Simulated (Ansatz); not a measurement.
# Phonons of LaTl (Pm-3m) against volume

Aim: how the phonons of LaTl (Pm-3m) shift with volume, and the thermal expansion that follows.

Main program and level: Ansatz 0.2.0; DFT PBEsol, scalar-relativistic, plane waves, PAW; PAW set soft_1.

## 1. Set-up

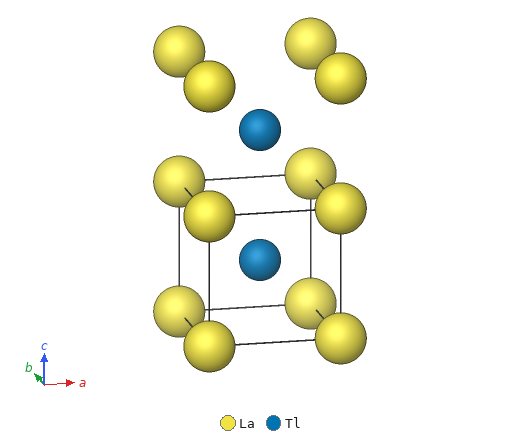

Start, viewed slightly off an axis; lanthanum yellow, thallium blue. 1×1×2 cells are drawn. Some periodic images of atoms are drawn too.

Structure file:

```cif
data_structure
_symmetry_space_group_name_H-M 'P 1'
_symmetry_Int_Tables_number 1
_cell_length_a 3.9193
_cell_length_b 3.9193
_cell_length_c 3.9193
_cell_angle_alpha 90.000
_cell_angle_beta 90.000
_cell_angle_gamma 90.000
_cell_volume 60.20
loop_
_atom_site_label
_atom_site_type_symbol
_atom_site_fract_x
_atom_site_fract_y
_atom_site_fract_z
_atom_site_occupancy
La1 La 0.00000 0.00000 0.00000 1
Tl2 Tl 0.50000 0.50000 0.50000 1
```

## 2. Phonons on a q mesh

The cell comes from relaxations at this level that are not shown. Stability and thermal properties need the whole zone. Linear response on a 4×4×4 q mesh gives force constants as far as a supercell of that size would.

Input file input.yaml:

```yaml
crystal:
  lattice:
    - [3.9192930671, 0.0, 0.0]
    - [0.0, 3.9192930671, 0.0]
    - [0.0, 0.0, 3.9192930671]
  atoms:
    - { symbol: La, position: [0.0, 0.0, 0.0] }
    - { symbol: Tl, position: [0.5, 0.5, 0.5] }
kpoints:
  mp_grid: { grid: [12, 12, 12] }
hamiltonian:
  xc: pbesol
  pseudopotentials: { kind: paw, azcp: { folder: soft_1 }, xc_functional: pbe }
scf:
  occupations: { method: methfessel_paxton, width: 0.2 }
output:
  eigenvalues: true
phonons:
  method: dfpt
  qmesh: [4, 4, 4]
  temperatures: { t_max: 1000, t_step: 50 }
  qpath:
    path:
      - [[0.0, 0.0, 0.0], [0.0, 0.5, 0.0], [0.5, 0.5, 0.0], [0.0, 0.0, 0.0], [0.5, 0.5, 0.5], [0.0, 0.5, 0.0]]
      - [[0.5, 0.5, 0.5], [0.5, 0.5, 0.0]]
    npoints: 10
```

Command:

```console
> ansatz run input.yaml --threads 4 --pin off --max-ram 10240MiB --backend cpu --events-out ev --progress --plain --runs-dir out
```

Numbers of over 12 decimals in the logs are rounded to 6 here.

What it wrote:

```text
Engine: ansatz 0.2.0, aarch64-unknown-linux-gnu
Pseudopotentials: kind: paw
Pseudopotential: La, paw, valence charge 11, recommended cutoff 420 eV (normal), soft_1/La.paw.azcp
Pseudopotential: Tl, paw, valence charge 13, recommended cutoff 420 eV (normal), soft_1/Tl.paw.azcp
Functional definition: PBEsol
  exchange = pbesol_x
  correlation = pbesol_c
Crystal: 2 atoms, lattice volume = 60.204 Å³
Basis set: ecut = 420 eV, 1189 PW (Γ), exchange–correlation on 54×54×54 points (8 copies of the dense FFT grid, shifted against one another)
Bands: 16, of which v1, the nominal top of the filled ones, is band 12 counted from 1 (11 counted from 0)
Symmetry: 48 space group operations
k-points: 84 of 1728
Non-local potential: La, projectors of the file, l = 0: 3, l = 1: 2, l = 2: 2, l = 3: 3
Non-local potential: Tl, projectors of the file, l = 0: 2, l = 1: 2, l = 2: 2, l = 3: 1
PAW form: soft (Blöchl's): semilocal exchange-correlation on the pseudo side does not see the compensation charge
PAW frozen core: La, regenerated for the run's functional, and the local potential with it (the file was generated under x = pbe(κ = 0.804, μ = 0.219515), c = pbe(β = 0.066725))
PAW frozen core: Tl, regenerated for the run's functional, and the local potential with it (the file was generated under x = pbe(κ = 0.804, μ = 0.219515), c = pbe(β = 0.066725))
PAW one-centre angular grid: La, 590 points (default); XC on 64 Gauss nodes
PAW one-centre angular grid: Tl, 590 points (default); XC on 64 Gauss nodes
Initial density: superposition of atomic densities (chi_scale 0.1, normalization cell, long waves kept (reshape's long-wave potential 0.00 eV rms))
Initial wavefunctions: pseudopotential atomic-orbital guess
Functional: x = pbesol(κ = 0.804, μ = 0.123457), c = pbesol(β = 0.046)
SCF iter   1: F=—  HF=-17460.676418 eV  |F-HF|=—  |Δ(HF+E_count)|=         —  Δρ=3.91e-2  dr2=1.74e0  ethr=3.10e-3  ⟨swp⟩=3.8  Hψ=5334  notcnv=0
preconditioner: auto → Kerker (q_TF=auto, 2.341 Å⁻¹)  [metal: Δε(μ)=0.009 eV  Ē_g=10.591 eV  σ=0.200 eV  W_gap=0.04  n_scr=18 (ndim 8)  ℏωp=22.4 eV  f_vac=0.000  D(μ)=1.70/eV (n_scr^D=6)]
SCF iter   2: F=—  HF=-17460.181869 eV  |F-HF|=—  |Δ(HF+E_count)|=   4.95e-1  S|Δr|=    0.00e0  Δρ=1.75e-2  dr2=3.59e-1  ethr=3.10e-3  ⟨swp⟩=2.5  Hψ=3020  notcnv=0
SCF iter   3: F=—  HF=-17460.065762 eV  |F-HF|=—  |Δ(HF+E_count)|=   1.16e-1  S|Δr|=    0.00e0  Δρ=5.00e-3  dr2=2.10e-2  ethr=1.50e-3  ⟨swp⟩=2.3  Hψ=2525  notcnv=0
SCF iter   4: F=—  HF=-17460.058266 eV  |F-HF|=—  |Δ(HF+E_count)|=   7.50e-3  S|Δr|=    0.00e0  Δρ=8.94e-4  dr2=3.52e-4  ethr=8.76e-5  ⟨swp⟩=2.1  Hψ=2174  notcnv=0
SCF iter   5: F=—  HF=-17460.058277 eV  |F-HF|=—  |Δ(HF+E_count)|=   1.11e-5  S|Δr|=    0.00e0  Δρ=1.86e-4  dr2=2.26e-5  ethr=1.47e-6  ⟨swp⟩=2.1  Hψ=2147  notcnv=0
SCF iter   6: F=—  HF=-17460.058286 eV  |F-HF|=—  |Δ(HF+E_count)|=   9.27e-6  S|Δr|=    0.00e0  Δρ=3.71e-5  dr2=9.94e-7  ethr=9.43e-8  ⟨swp⟩=2.9  Hψ=2391  notcnv=0
SCF iter   7: F=—  HF=-17460.058284 eV  |F-HF|=—  |Δ(HF+E_count)|=   2.25e-6  S|Δr|=    0.00e0  Δρ=1.05e-5  dr2=8.71e-8  ethr=4.14e-9  ⟨swp⟩=2.2  Hψ=2222  notcnv=0
SCF iter   8: F=—  HF=-17460.058284 eV  |F-HF|=—  |Δ(HF+E_count)|=   1.10e-8  S|Δr|=    0.00e0  Δρ=2.33e-6  dr2=2.54e-9  ethr=3.63e-10  ⟨swp⟩=2.1  Hψ=2356  notcnv=0
SCF iter   9: F=—  HF=-17460.058284 eV  |F-HF|=—  |Δ(HF+E_count)|=  2.55e-10  S|Δr|=    0.00e0  Δρ=2.89e-7  dr2=3.36e-11  ethr=1.06e-11  ⟨swp⟩=2.0  Hψ=2372  notcnv=0
SCF iter  10: F=-17460.058284 eV  HF=-17460.058284 eV  |F-HF|=0.00e0  |Δ(HF+E_count)|=  7.28e-12  S|Δr|=    0.00e0  Δρ=3.97e-8  dr2=9.24e-13  ethr=1.00e-12  ⟨swp⟩=6.4  Hψ=6950  notcnv=0
SCF 1 converged in 10 iterations: F = -17460.058284 eV  dr2 = 9.24e-13
  greatest PAW one-centre occupation: 0.971 electrons in one spin orbital (limit 2), on the La atom at site 0 (counted from 0), in its partial waves of l = 0
Initial density: read from a saved state, or passed on in memory by an earlier SCF of this step, an earlier step, the calling program or the single point that the run made first
iter 1 solved again at ethr=7.22e-8 eV; its pass at ethr=3.10e-3 eV (dr2=1.73e-5 eV) is discarded
SCF iter   1: F=—  HF=-17460.058287 eV  |F-HF|=—  |Δ(HF+E_count)|=         —  Δρ=4.61e-7  dr2=1.02e-10  ethr=7.22e-8  ⟨swp⟩=3.3  Hψ=10127  notcnv=0
eigensolver tolerance schedule: the retry pair's looser diagonalisation over-reported the residual by 170236.34 of it (diagonalisation noise at an unbounded share of the residual, at the tolerance the schedule requests for it); recorded, not acted on — ethr = c·dr2/N_el stays at c = 1.0e-1
preconditioner: auto → Kerker (q_TF=auto, 2.341 Å⁻¹)  [metal: Δε(μ)=0.029 eV  Ē_g=11.651 eV  σ=0.200 eV  W_gap=0.12  n_scr=18 (ndim 8)  ℏωp=22.4 eV  f_vac=0.000  D(μ)=1.93/eV (n_scr^D=18)]
SCF iter   2: F=—  HF=-17460.058284 eV  |F-HF|=—  |Δ(HF+E_count)|=   2.45e-6  S|Δr|=    0.00e0  Δρ=2.25e-7  dr2=2.63e-11  ethr=1.00e-12  ⟨swp⟩=4.0  Hψ=3780  notcnv=0
SCF iter   3: F=—  HF=-17460.058284 eV  |F-HF|=—  |Δ(HF+E_count)|=  1.46e-11  S|Δr|=    0.00e0  Δρ=1.54e-7  dr2=1.21e-11  ethr=1.00e-12  ⟨swp⟩=2.4  Hψ=2847  notcnv=0
SCF iter   4: F=-17460.058284 eV  HF=-17460.058284 eV  |F-HF|=3.64e-12  |Δ(HF+E_count)|=    0.00e0  S|Δr|=    0.00e0  Δρ=8.43e-8  dr2=3.62e-12  ethr=1.00e-12  ⟨swp⟩=2.3  Hψ=2720  notcnv=0
SCF 2 converged in 4 iterations: F = -17460.058284 eV  dr2 = 3.62e-12
phonons: the bands overlap, so this run is a metal and interpolates without the dipole-dipole term. If the crystal is really an insulator or semiconductor, its LO-TO splitting is missing
NSCF: frozen V_eff on 84 k-points
WARN: eigensolver did not converge in 2 slots of this pass, the one above among them; of largest residual over every band (k=50): 1 band(s) unlocked (lowest unlocked band 15, counted from 0; max residual 5.91e-6 eV among the unlocked bands, 5.91e-6 eV over every band); of lowest unlocked band (k=50): band 15
NSCF: frozen V_eff on 196 k-points
DFPT response loops at q = (0, 0, 0) (fractional): preconditioner auto → Kerker (q_TF=auto, 2.341 Å⁻¹) (partly filled bands, converged f_vac=0.000); β = 1.00, the filter's whole step (`scf.mixing.beta` (0.50) is not read by the response loops under this deck's `scf.mixing.preconditioner`; to damp them name `kerker` or `kerker_dos`, under which they read `scf.mixing.beta`, and type it under 1.00, their step now; both keys bind the ground state too); Broyden in place of MSR1
NSCF: frozen V_eff on 1176 k-points
DFPT response loops at q = (0, 0, 0.25) (fractional): mixed as the last ones told, above
NSCF: frozen V_eff on 686 k-points
DFPT response loops at q = (0, 0, -0.5) (fractional): mixed as the last ones told, above
NSCF: frozen V_eff on 2016 k-points
DFPT response loops at q = (0, 0.25, 0.25) (fractional): mixed as the last ones told, above
NSCF: frozen V_eff on 1176 k-points
DFPT response loops at q = (0, 0.25, -0.5) (fractional): mixed as the last ones told, above
NSCF: frozen V_eff on 686 k-points
DFPT response loops at q = (0, -0.5, -0.5) (fractional): mixed as the last ones told, above
NSCF: frozen V_eff on 1872 k-points
DFPT response loops at q = (0.25, 0.25, 0.25) (fractional): mixed as the last ones told, above
NSCF: frozen V_eff on 2016 k-points
DFPT response loops at q = (0.25, 0.25, -0.5) (fractional): mixed as the last ones told, above
NSCF: frozen V_eff on 1176 k-points
DFPT response loops at q = (0.25, -0.5, -0.5) (fractional): mixed as the last ones told, above
NSCF: frozen V_eff on 392 k-points
DFPT response loops at q = (-0.5, -0.5, -0.5) (fractional): mixed as the last ones told, above
SCF converged after 10 iterations
Stability not checked: this state was not tested for a lower state beside it, because cold or Methfessel-Paxton smearing, or corrected tetrahedra, fill the levels in a way that the test cannot read (fill_not_monotonic; see scf.lower_state_search)
Free energy (F): -17460.058284 eV
Harris-Foulkes:  -17460.058284 eV  (|F-HF|=0.00e0)
Internal energy: -17460.057471 eV  (E = F + TS)
E sigma→0 (E₀):  -17460.058081 eV
Entropy (-TS):   -0.000813 eV (-0.407 meV/atom)
Fermi energy:    11.866706 eV
--- Per-component energies (eV) ---
  E_band       = -9.866283
  E_kinetic    = 454.006177
  E_local      = -1100.149619  (includes V_loc(G=0)·N_el)
  E_nonlocal   = 404.449636
  E_hartree    = 408.181895
  E_xc         = -326.404006
  E_vxc        = -268.596049  (∫ρ·V_xc dr)
  E_paw        = -15367.490824  (= ΣΔE_a)
  E_vpaw       = -315.940179  (= ΣTr[D̂ρ^β])
  E_aug_tail   = -0.000043  (compensation charges beyond the density's cutoff)
  E_ewald      = -1932.858056
  E_core_change = 0.207369  (= ΣΔE_core)
  E_smearing   = -0.000813  (= −TS)
  E_closure    = 0.000000  (closes the sum)
  Σ components = -17460.058284   (vs F -17460.058284, Δ=0.00e0)
--- Band table (eV; the first three rows and the last of 84) ---
  k-point 0: bands = [... 8 lower, 0.6415, 3.8283, 11.5952, 11.5952, 13.2928, 13.2928, 13.2928, 13.5613]
  k-point 1: bands = [... 8 lower, 0.6428, 3.9240, 11.5936, 11.6081, 13.1939, 13.2678, 13.2678, 13.5522]
  k-point 2: bands = [... 8 lower, 0.6466, 4.1976, 11.3857, 11.6448, 13.0489, 13.1728, 13.1728, 13.5259]
  k-point 83: bands = [... 8 lower, 0.8348, 7.1731, 9.3969, 9.3969, 9.3969, 13.5905, 13.5905, 13.5905]
--- Phonons (Γ-DFPT): 2 representative perturbations + reference (Σ response iterations 6) ---
  ASR residual: 2.689e-5 → 0.000e0 eV/Å²; symmetrization residual: 1.140e-5 eV/Å²
  ASR residual per site (eV/Å²): 2.08e-5 2.69e-5
  Γ frequencies (cm⁻¹): 0.00 0.00 0.00 75.27 75.27 75.27
--- Phonons (arbitrary-q DFPT): 10 irreducible q on the 4×4×4 mesh ---
  q = [0.0000, 0.0000, 0.0000] (star 1, of the zone-centre solve; hermiticity 1.32e-5, symmetrization 1.06e-11): -0.00 -0.00 -0.00 75.27 75.27 75.27
  q = [0.0000, 0.0000, 0.2500] (star 6, 4 solved perturbations in 1848 linear systems a pass and spin channel, the states on 588 of 1728 k-point pairs; hermiticity 1.01e-5, symmetrization 5.16e-13): 35.21 35.21 46.63 72.51 72.51 93.61
  q = [0.0000, 0.0000, -0.5000] (star 3, 4 solved perturbations in 1078 linear systems a pass and spin channel, the states on 343 of 1728 k-point pairs; hermiticity 4.30e-14, symmetrization 1.71e-12): 50.92 50.92 70.92 71.14 71.14 100.74
  q = [0.0000, 0.2500, 0.2500] (star 12, 4 solved perturbations in 3108 linear systems a pass and spin channel, the states on 1008 of 1728 k-point pairs; hermiticity 1.25e-5, symmetrization 5.88e-14): 10.93 44.42 60.95 68.31 84.85 107.75
  q = [0.0000, 0.2500, -0.5000] (star 12, 6 solved perturbations on 588 of 1728 k-point pairs; hermiticity 4.75e-6, symmetrization 1.94e-14): 37.41 41.81 52.32 60.87 109.26 118.79
  q = [0.0000, -0.5000, -0.5000] (star 3, 4 solved perturbations in 1078 linear systems a pass and spin channel, the states on 343 of 1728 k-point pairs; hermiticity 7.69e-6, symmetrization 3.29e-13): 11.88 11.88 52.35 56.86 132.28 132.28
  q = [0.2500, 0.2500, 0.2500] (star 8, 2 solved perturbations on 936 of 1728 k-point pairs; hermiticity 8.19e-6, symmetrization 2.51e-12): 37.50 37.50 46.53 94.88 102.59 102.59
  q = [0.2500, 0.2500, -0.5000] (star 12, 4 solved perturbations in 3108 linear systems a pass and spin channel, the states on 1008 of 1728 k-point pairs; hermiticity 3.53e-6, symmetrization 2.01e-12): 19.66 43.37 56.19 93.18 108.96 120.95
  q = [0.2500, -0.5000, -0.5000] (star 6, 4 solved perturbations in 1848 linear systems a pass and spin channel, the states on 588 of 1728 k-point pairs; hermiticity 9.23e-6, symmetrization 3.10e-13): 51.23 51.23 62.38 90.94 123.74 123.74
  q = [-0.5000, -0.5000, -0.5000] (star 1, 2 solved perturbations on 196 of 1728 k-point pairs; hermiticity 6.65e-14, symmetrization 2.86e-12): 73.97 73.97 73.97 111.20 111.20 111.20
  sum rule: each row above includes the acoustic sum rule's correction from the zone centre's row sums; it moved no ω² by more than (0.20 cm⁻¹)²
  mesh force constants: q→R imaginary residual 4.59e-18; ASR residual 2.689e-5 → 0.000e0 eV/Å²; symmetrization residual 3.553e-15 eV/Å²
  interpolated dispersion: 62 rows × 6 modes
  density of states and harmonic sums: on the 16×16×16 q-mesh, interpolated from the force constants of a 4×4×4 supercell (no non-analytic term)
  largest difference from the sums on the solved wave vectors: F 6.06e-3 eV, S 1.00e-5 and C_V 3.98e-6 eV/K
  zero-point energy: 0.025891 eV/cell   skipped modes (ω ≤ 0): 3   left out of the sums: 1.22e-4 of the cell's modes: C_V's classical limit lies that fraction below 3 k_B per atom; for a crystal, a wire or a layer, F and S can be off by more, and a phonons.interpolated_qmesh denser along its periods is the remedy for the sampling
```

Elapsed: 8.7 min, on 4 threads of Arm Neoverse V1, shared host; peak memory 2.9 GiB; 34 min of CPU time.

This step gave:

```yaml
volume_per_atom: 30.10 Å³
gap_on_the_k_mesh: 0 eV
sum_rule_residual_before_enforcement: 2.69e-5 eV/Å²
lowest_frequency_on_the_path: 0 cm⁻¹
point_group: m-3m
highest_frequency_on_the_path_or_at_a_solved_wavevector: 132.3 cm⁻¹
mean_frequency: 69.6 cm⁻¹
debye_temperature_second_moment: 143 K
logarithmic_mean_frequency: 61.2 cm⁻¹
highest_optical_mode_at_the_zone_centre_no_lo_to_term: 75.27 cm⁻¹
lowest_optical_zone_centre_mode: 75.27 cm⁻¹
lowest_mode_on_the_q_mesh_acoustic_modes_at_gamma_apart: 10.93 cm⁻¹
zero_point_energy_per_atom: 12.95 meV
heat_capacity_at_300_k: 24.66 J/(mol atoms K)
vibrational_entropy_at_300_k: 55.67 J/(mol atoms K)
```

Frequencies (cm⁻¹) solved at each irreducible wavevector; negative means imaginary. Frequencies by wavevector, by row:

```csv
q in reciprocal lattice units,star,mode 1,mode 2,mode 3,mode 4,mode 5,mode 6
0 0 0,1,0,0,0,75.3,75.3,75.3
0 0 0.25,6,35.2,35.2,46.6,72.5,72.5,93.6
0 0 -0.5,3,50.9,50.9,70.9,71.1,71.1,100.7
0 0.25 0.25,12,10.9,44.4,61,68.3,84.8,107.8
0 0.25 -0.5,12,37.4,41.8,52.3,60.9,109.3,118.8
0 -0.5 -0.5,3,11.9,11.9,52.4,56.9,132.3,132.3
0.25 0.25 0.25,8,37.5,37.5,46.5,94.9,102.6,102.6
0.25 0.25 -0.5,12,19.7,43.4,56.2,93.2,109,121
0.25 -0.5 -0.5,6,51.2,51.2,62.4,90.9,123.7,123.7
-0.5 -0.5 -0.5,1,74,74,74,111.2,111.2,111.2
```

Symmetry leaves 10 wavevectors to solve. The lowest mode among them, the acoustic zeros apart, lies at q = (0, 0.25, 0.25) and is real, 10.9 cm⁻¹.

## 3. Relaxing at another volume, volume ratio 0.97

The volume is scaled by 0.97 and held; symmetry leaves nothing to relax, so this is a single point. The modes can then be followed against volume.

input.yaml, the sections that differ from step 2:

```yaml
crystal:
  lattice:
    - [3.8797015413, 0.0, 0.0]
    - [0.0, 3.8797015413, 0.0]
    - [0.0, 0.0, 3.8797015413]
  atoms:
    - { symbol: La, position: [0.0, 0.0, 0.0] }
    - { symbol: Tl, position: [0.5, 0.5, 0.5] }
output:
  forces: true
  stress: true
  eigenvalues: true
# kpoints, hamiltonian, scf: as in step 2
# phonons: removed
```

What it wrote:

```text
[...]
Crystal: 2 atoms, lattice volume = 58.398 Å³
Basis set: ecut = 420 eV, 1189 PW (Γ), exchange–correlation on 54×54×54 points (8 copies of the dense FFT grid, shifted against one another)
Bands: 16, of which v1, the nominal top of the filled ones, is band 12 counted from 1 (11 counted from 0)
Symmetry: 48 space group operations
[...]
k-points: 84 of 1728
[...]
--- Band table (eV; the first three rows and the last of 84) ---
  k-point 0: bands = [... 8 lower, 1.0444, 4.1618, 12.0175, 12.0175, 13.8032, 13.8032, 13.8032, 14.0846]
  k-point 1: bands = [... 8 lower, 1.0463, 4.2632, 12.0215, 12.0296, 13.7002, 13.7749, 13.7749, 14.0748]
  k-point 2: bands = [... 8 lower, 1.0516, 4.5519, 11.8298, 12.0641, 13.5438, 13.6679, 13.6679, 14.0467]
  k-point 83: bands = [... 8 lower, 1.2522, 7.6247, 9.7389, 9.7389, 9.7389, 14.1219, 14.1219, 14.1219]
[key lines of the parts left out:]
SCF converged after 7 iterations
Free energy (F): -17460.048608 eV
Fermi energy:    12.303406 eV
P = ⅓ Tr σ = 1.7581 GPa (17.581 kbar)
```

It took 1.4 s on 4 threads; peak memory 0.4 GiB.

This step gave:

```yaml
pressure: 1.758 GPa
volume_per_atom: 29.20 Å³
```

The run ends at a pressure of 1.76 GPa.

[end of part 1 of 2]

[Logs are printed without paths, hosts, clocks, repeated set-up lines and the standing remarks that a program may print on its own settings, such as how far it seeks lower states.]

[Hosts, paths, dates, database ids (printed as entryN), source tags and the programs' standing remarks are cut or masked in the printed files.]
